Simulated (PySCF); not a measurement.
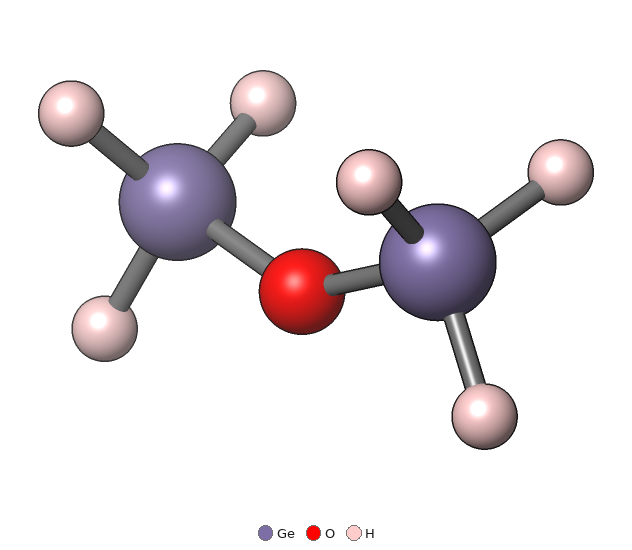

The geometry was computed by an optimisation with GFN2-xTB. No frequency run is at hand to confirm it as a minimum.

Give the structural formula.

SMILES: [GeH3][O][GeH3]

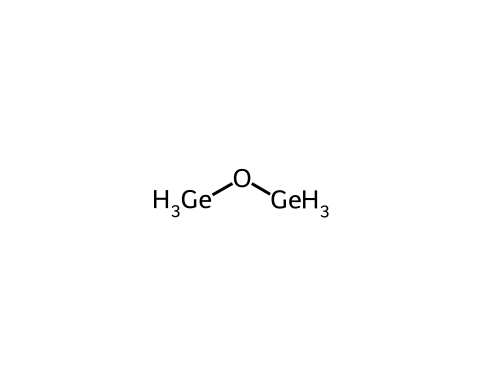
